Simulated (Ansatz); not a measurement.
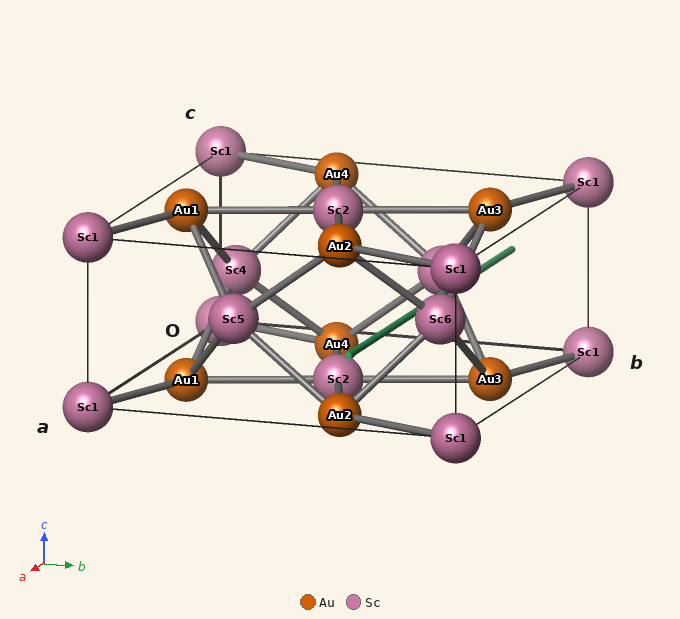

The coloured rod is the axis of a symmetry operation of the crystal. Crystal: Sc3Au2, the end point of a relaxation (final pressure about 5 GPa) with Ansatz 0.2.0, DFT, PAW plane waves, pbe; the starting structure was generated, so it need not be a known form of this composition. The drawing is computed from the coordinates (standard cell, symmetry found to 0.002 Å).

a = 7.671 Å, b = 7.671 Å, c = 3.422 Å, α = 90.00°, β = 90.00°, γ = 90.00°.

```
atom       x       y       z
 Au1  0.6358  0.1358  0.0000
 Au2  0.8642  0.6358  0.0000
 Au3  0.3642  0.8642  0.0000
 Au4  0.1358  0.3642  0.0000
 Sc1  0.0000  0.0000  0.0000
 Sc2  0.5000  0.5000  0.0000
 Sc3  0.1630  0.6630  0.5000
 Sc4  0.3370  0.1630  0.5000
 Sc5  0.8370  0.3370  0.5000
 Sc6  0.6630  0.8370  0.5000
```

Take the operation x, y, z → x+1/2, −y+3/2, −z+1.

Question: What kind of operation is it, and where does it lie?

Answer: It is a 2₁ screw rotation with translation (1/2, 0, 0), about the line along [1 0 0] through (1/2, 3/4, 1/2).

Question: Onto which atom does it carry each atom (up to whole multiples of a, b and c)?

Answer: Au1 → Au4, Au2 → Au3, Au3 → Au2, Au4 → Au1, Sc1 → Sc2, Sc2 → Sc1, Sc3 → Sc6, Sc4 → Sc5, Sc5 → Sc4, Sc6 → Sc3.

Question: What is the crystal's space group?

Answer: P4/mbm, No. 127.
